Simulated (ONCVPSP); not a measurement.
# Pseudopotential generation, with input and output: Cd

System: cadmium (Cd, Z = 48), core [Ar] 3d10, reference valence 4s2 4p6 4d9 (an ion of charge +3), valence charge 20.
Method: ONCV potential, PBEsol, scalar-relativistic, made with ONCVPSP 4.0.1.

## Key numbers

- outcome: generated
- cutoffs needed: 56 Ha and 66 Ha (the cutoffs at which the residual kinetic energy of the hardest occupied pseudo-wave falls to 1 and 0.1 mHa per electron)
- ghost test: no bound ghost flagged; no localised positive-energy state flagged (flags above 300 eV left out)
- largest excitation error: +15 meV (all-electron minus pseudo) for 4s2 4p6 4d10, out of 4 test configurations
- rms error of d²Exc/dni dnj: 3.63 mHa without and 0.28 mHa with the model core
- range over which the phases arctan(r R′/R) at the test radius agree within 0.05 rad (a looser test near the poles than one of phase shifts): s: over the whole range computed; p: over the whole range computed; d: over the whole range computed; f: not judged, local potential alone
- hardware: 1 CPU thread, shared host
- wall time: 4.2 s

## Notes

Warnings of the program, in the generation or the tests: wellstate: negative energy specified for n= 5 l= 0; wellstate: negative energy specified for n= 5 l= 1.

## Input file
```
# ATOM AND REFERENCE CONFIGURATION
# atsym  z   nc   nv     iexc    psfile
  Cd 48.00    6    3  -116133      upf
#
#   n    l    f
    1    0    2.00
    2    0    2.00
    2    1    6.00
    3    0    2.00
    3    1    6.00
    3    2   10.00
    4    0    2.00
    4    1    6.00
    4    2    9.00
#
# PSEUDOPOTENTIAL AND OPTIMIZATION
# lmax
    2
#
#   l,   rc,      ep,       ncon, nbas, qcut
    0    1.30    0.00    4    9   12.10
    1    1.20    0.00    3    8   13.50
    2    1.85    0.00    4    9    9.50
#
# LOCAL POTENTIAL
# lloc, lpopt,  rc(5),   dvloc0
    4    5    1.10    1.00
#
# VANDERBILT-KLEINMAN-BYLANDER PROJECTORs
# l, nproj, debl
    0    2    0.40
    1    2    0.50
    2    2    3.50
#
# MODEL CORE CHARGE
# icmod, fcfact, rcfact
    3    4.25    1.35
#
# LOG DERIVATIVE ANALYSIS
# epsh1, epsh2, depsh
   -7.00    5.00    0.04
#
# OUTPUT GRID
# rlmax, drl
    6.00    0.01
#
# TEST CONFIGURATIONS
# ncnf
    4
# nvcnf
#   n    l    f
    4
    4    0    2.00
    4    1    6.00
    4    2   10.00
    5    0    2.00
#
    4
    4    0    2.00
    4    1    6.00
    4    2   10.00
    5    0    1.00
#
    3
    4    0    2.00
    4    1    6.00
    4    2   10.00
#
    3
    4    0    2.00
    4    1    6.00
    4    2    8.00
#
```

Launched with:
```bash
oncvpsp.x < Cd.dat > Cd.out
```

## Output (extracts)
```
ONCVPSP  (Optimized Norm-Conservinng Vanderbilt PSeudopotential)
scalar-relativistic version 4.0.1

#   n    l    f        energy (Ha)
    1    0    2.00    -9.7560208E+02
    2    0    2.00    -1.4597914E+02
    2    1    6.00    -1.3114529E+02
    3    0    2.00    -2.8274956E+01
    3    1    6.00    -2.3409720E+01
    3    2   10.00    -1.5790506E+01
    4    0    2.00    -5.1931162E+00
    4    1    6.00    -3.7552188E+00
    4    2    9.00    -1.6833612E+00

Reference configufation results
  iterations    21
  all-electron total energy (Ha)   -5.58968399D+03

Begin loop to  construct optimized pseudo wave functions
and semi-local pseudopoentials for all angular momenta

WARNING wellstate: negative energy specified for n= 5 l=  0
WARNING scattering state with energy  0.25000000
WARNING will be used for the first projector

   Wellstate for l =  0  n =  7
     eigenvalue =   0.2500
     asymptotic potential =   0.7500
     half-point radius =  4.9245

Calculating optimized projector #   1

 for l=   0

    Fraction of norm inside rc  0.914135
    Optimizing pswf for qcut=  12.09 a_B^-1,  ecut=  73.04 Ha
    Residual kinetic energy error=  1.48D-08 Ha

    Energy error per electron        Cutoff
         Ha          eV             Ha
         0.01000     0.27211       35.10
         0.00100     0.02721       44.18
         0.00010     0.00272       51.84
         0.00001     0.00027       58.05

Calculating optimized projector #   2

 for l=   0

    Fraction of norm inside rc  0.019783
    Optimizing pswf for qcut=  12.09 a_B^-1,  ecut=  73.04 Ha
    Residual kinetic energy error=  4.88D-09 Ha

    Energy error per electron        Cutoff
         Ha          eV             Ha
         0.01000     0.27211       24.73
         0.00100     0.02721       36.88
         0.00010     0.00272       46.40
         0.00001     0.00027       54.74

WARNING wellstate: negative energy specified for n= 5 l=  1
WARNING scattering state with energy  0.25000000
WARNING will be used for the first projector

   Wellstate for l =  1  n =  6
     eigenvalue =   0.2500
     asymptotic potential =   0.7500
     half-point radius =  2.5072

Calculating optimized projector #   1

 for l=   1

    Fraction of norm inside rc  0.791989
    Optimizing pswf for qcut=  13.52 a_B^-1,  ecut=  91.34 Ha
    Residual kinetic energy error=  3.08D-08 Ha

    Energy error per electron        Cutoff
         Ha          eV             Ha
         0.01000     0.27211       42.22
         0.00100     0.02721       55.76
         0.00010     0.00272       66.07
         0.00001     0.00027       74.52

Calculating optimized projector #   2

 for l=   1

    Fraction of norm inside rc  0.020553
    Optimizing pswf for qcut=  13.52 a_B^-1,  ecut=  91.34 Ha
    Residual kinetic energy error=  3.48D-09 Ha

    Energy error per electron        Cutoff
         Ha          eV             Ha
         0.01000     0.27211       14.06
         0.00100     0.02721       43.28
         0.00010     0.00272       57.18
         0.00001     0.00027       67.64

   Wellstate for l =  2  n =  7
     eigenvalue =   1.8166
     asymptotic potential =   2.3166
     half-point radius =  3.8359

Calculating optimized projector #   1

 for l=   2

    Fraction of norm inside rc  0.898943
    Optimizing pswf for qcut=   9.51 a_B^-1,  ecut=  45.21 Ha
    Residual kinetic energy error=  3.14D-08 Ha

    Energy error per electron        Cutoff
         Ha          eV             Ha
         0.01000     0.27211       24.04
         0.00100     0.02721       29.63
         0.00010     0.00272       34.28
         0.00001     0.00027       38.00

Calculating optimized projector #   2

 for l=   2

    Fraction of norm inside rc  0.072207
    Optimizing pswf for qcut=   9.51 a_B^-1,  ecut=  45.21 Ha
    Residual kinetic energy error=  1.25D-07 Ha

    Energy error per electron        Cutoff
         Ha          eV             Ha
         0.01000     0.27211       21.84
         0.00100     0.02721       28.81
         0.00010     0.00272       34.36
         0.00001     0.00027       38.71

Construct Vanderbilt / Kleinmman-Bylander projectors

B matrix Hermiticity error, ll=   0
   1   2    5.1668E-04

  Orthonormal projector coefficients  2.1330E+01  1.2877E+00

B matrix Hermiticity error, ll=   1
   1   2   -4.0895E-04

  Orthonormal projector coefficients  1.2123E+01  7.4721E-01

B matrix Hermiticity error, ll=   2
   1   2    2.6160E-04

  Orthonormal projector coefficients  5.7397E+00 -6.7521E-01

Model core correction analysis
  based on d2Exc/dn_idn_j

d2excae - all-electron derivatives

   -3.386330D-02   -3.072784D-02   -2.222933D-02
   -3.072799D-02   -2.897825D-02   -2.267399D-02
   -2.222954D-02   -2.267407D-02   -2.226517D-02

d2excps - pseudofunction derivatives with no core correction

   -3.998229D-02   -3.554674D-02   -2.447391D-02
   -3.554705D-02   -3.275504D-02   -2.467220D-02
   -2.447425D-02   -2.467232D-02   -2.372955D-02

rms 2nd derivative error    3.626423E-03

rmatch, rhocmatch    0.5881   29.6308

Teter function model core charge with specified parameters

d2excps - pseudofunction derivatives with core correction

   -3.352534D-02   -3.069025D-02   -2.218161D-02
   -3.069035D-02   -2.908706D-02   -2.293897D-02
   -2.218175D-02   -2.293901D-02   -2.292711D-02

rms 2nd derivative error    2.812715E-04

Pseudoatom total energy -164.563383

Diagnostic tests using Vanderbilt-Kleinman-Bylander pseudopotentials
  1 or more projectors used as specified by nproj input data

   l    rcore       rmatch      e in        delta e   norm test  slope test

   0   1.3030676   1.3426315  -5.1931162   0.0000119   1.0002295   1.0002293
   0   1.3030676   1.3426315   0.2500000   0.0001292   1.0004327   1.0004327

   1   1.2055721   1.2421759  -3.7552188  -0.0000135   1.0002020   1.0002351
   1   1.2055721   1.2421759   0.2500000   0.0001078   1.0005470   1.0005470

   2   1.8545895   1.9108989  -1.6833612  -0.0000047   1.0000878   1.0000991
   2   1.8545895   1.9108989   1.8166388   0.0000518   1.0001273   1.0001273

 Testing for bound ghosts
   n   l    E NL Schr. Eq   E Basis Diag.   E Cutoff

   1   0       -5.193104       -5.193103    206.33

   2   1       -3.755232       -3.755177    208.60

   3   2       -1.683366       -1.683355    129.24

 Testing for highly-localized positive-energy ghosts
       l    <radius>/rc     E Basis Diag.   E Cutoff

       0        0.643295       18.036090    206.33  WARNING - GHOST(+)

Test configuration 0

   n   l     f        eae           eps        diff
   1   0  2.0000 -975.60207841
   2   0  2.0000 -145.97914318
   2   1  6.0000 -131.14528750
   3   0  2.0000  -28.27495632
   3   1  6.0000  -23.40972018
   3   2 10.0000  -15.79050642
   4   0  2.0000   -5.19311621   -5.19310434    1.19D-05
   4   1  6.0000   -3.75521883   -3.75523237   -1.35D-05
   4   2  9.0000   -1.68336120   -1.68336593   -4.73D-06

    Total energies and differences
      AE_ref= -5.58968399D+03  AE_tst= -5.58968399D+03  dif=  0.00D+00
      PS_ref= -1.64563383D+02  PS_tst= -1.64563383D+02  dif= -1.25D-12
      PSP excitation error=  1.25D-12

Test configuration 1

   n   l     f        eae           eps        diff
   1   0  2.0000 -974.27101269
   2   0  2.0000 -144.65119543
   2   1  6.0000 -129.81714394
   3   0  2.0000  -26.95095754
   3   1  6.0000  -22.08573313
   3   2 10.0000  -14.46614554
   4   0  2.0000   -3.88839250   -3.88815112    2.41D-04
   4   1  6.0000   -2.45828696   -2.45815264    1.34D-04
   4   2 10.0000   -0.43105740   -0.43137887   -3.21D-04
   5   0  2.0000   -0.20948065   -0.20939135    8.93D-05

    Total energies and differences
      AE_ref= -5.58968399D+03  AE_tst= -5.59205080D+03  dif= -2.37D+00
      PS_ref= -1.64563383D+02  PS_tst= -1.66930610D+02  dif= -2.37D+00
      PSP excitation error=  4.23D-04

Test configuration 2

   n   l     f        eae           eps        diff
   1   0  2.0000 -974.59645266
   2   0  2.0000 -144.97313435
   2   1  6.0000 -130.13927889
   3   0  2.0000  -27.27388975
   3   1  6.0000  -22.40865612
   3   2 10.0000  -14.78877668
   4   0  2.0000   -4.21363862   -4.21366701   -2.84D-05
   4   1  6.0000   -2.78414438   -2.78415604   -1.17D-05
   4   2 10.0000   -0.75416712   -0.75458789   -4.21D-04
   5   0  1.0000   -0.48060915   -0.48044853    1.61D-04

    Total energies and differences
      AE_ref= -5.58968399D+03  AE_tst= -5.59170869D+03  dif= -2.02D+00
      PS_ref= -1.64563383D+02  PS_tst= -1.66588566D+02  dif= -2.03D+00
      PSP excitation error=  4.87D-04

Test configuration 3

   n   l     f        eae           eps        diff
   1   0  2.0000 -974.96791370
   2   0  2.0000 -145.33925122
   2   1  6.0000 -130.50569986
   3   0  2.0000  -27.64115217
   3   1  6.0000  -22.77590448
   3   2 10.0000  -15.15562682
   4   0  2.0000   -4.58307956   -4.58357864   -4.99D-04
   4   1  6.0000   -3.15400838   -3.15429926   -2.91D-04
   4   2 10.0000   -1.11859671   -1.11920502   -6.08D-04

    Total energies and differences
      AE_ref= -5.58968399D+03  AE_tst= -5.59108040D+03  dif= -1.40D+00
      PS_ref= -1.64563383D+02  PS_tst= -1.65960352D+02  dif= -1.40D+00
      PSP excitation error=  5.59D-04

Test configuration 4

   n   l     f        eae           eps        diff
   1   0  2.0000 -976.30515124
   2   0  2.0000 -146.68928939
   2   1  6.0000 -131.85517367
   3   0  2.0000  -28.97445739
   3   1  6.0000  -24.10924330
   3   2 10.0000  -16.49171116
   4   0  2.0000   -5.85596984   -5.85449528    1.47D-03
   4   1  6.0000   -4.40696695   -4.40578735    1.18D-03
   4   2  8.0000   -2.29663376   -2.29479227    1.84D-03

    Total energies and differences
      AE_ref= -5.58968399D+03  AE_tst= -5.58769803D+03  dif=  1.99D+00
      PS_ref= -1.64563383D+02  PS_tst= -1.62577919D+02  dif=  1.99D+00
      PSP excitation error=  4.94D-04
```

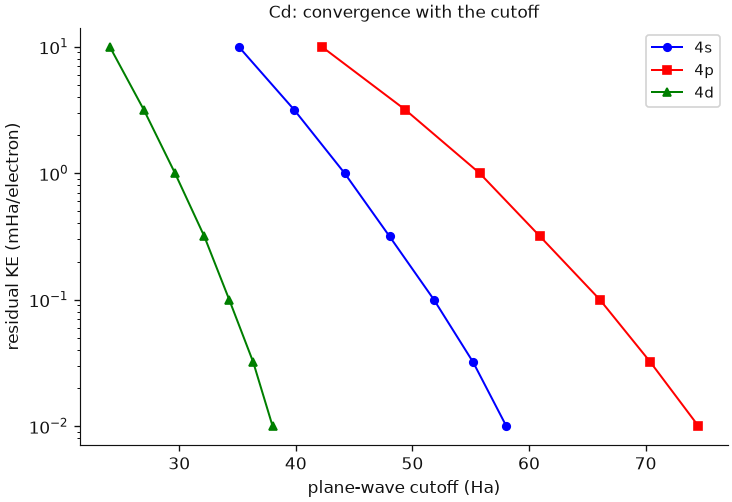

*Residual kinetic energy of the pseudo-waves (the first of each channel, and further valence shells) beyond the plane-wave cutoff, as the generator prints it.*

- Cutoffs for 1 mHa per electron: 4p: 56 Ha; 4s: 44 Ha; 4d: 30 Ha.
- Cutoffs for the occupied states: 56 Ha for 1 mHa and 66 Ha for 0.1 mHa per electron. The first is set by 4p.
- Hardest wave at 1 mHa per electron: 4p, with rc = 1.20 bohr and qcut = 13.5 1/bohr. The optimisation minimises, but can't always remove, the kinetic energy above qcut²/2 = 91.1 Ha, and a larger rc would as a rule soften the wave at some cost in transferability.

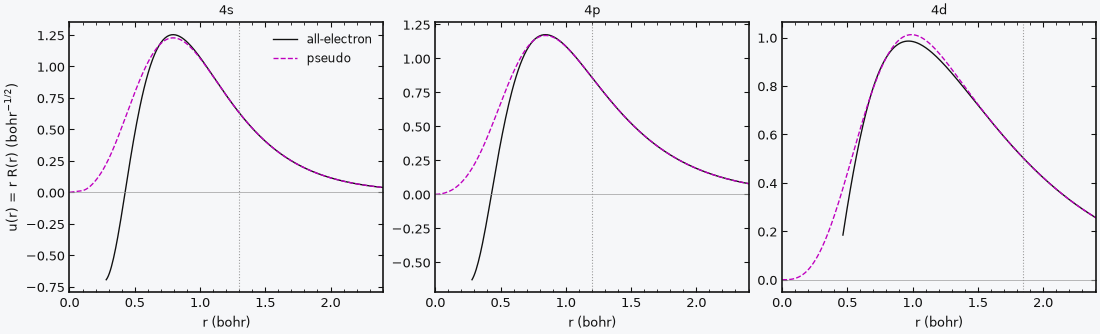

*All-electron valence functions (solid) with their pseudo partners (dashed). Dotted lines mark the matching radii. The innermost oscillations of some all-electron curves aren't drawn.*

Pseudo-waves: 4s has no node; 4p has no node; 4d has no node.

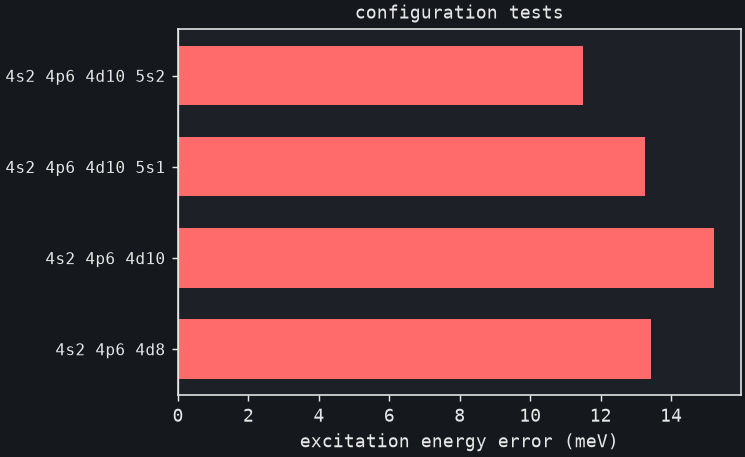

*Errors, all-electron minus pseudo, of the energies of valence configurations relative to the unpolarised reference 4s2 4p6 4d9.*

- Worst configuration: 4s2 4p6 4d10 (charge +2): the error is +15 meV on an all-electron energy of -38.00 eV relative to the reference, or 0.04 %.
- Errors in meV: 4s2 4p6 4d10 5s2: +12; 4s2 4p6 4d10 5s1: +13; 4s2 4p6 4d10: +15; 4s2 4p6 4d8: +13.
- Configurations within 10 meV and within 50 meV: 0 and 4 of 4.
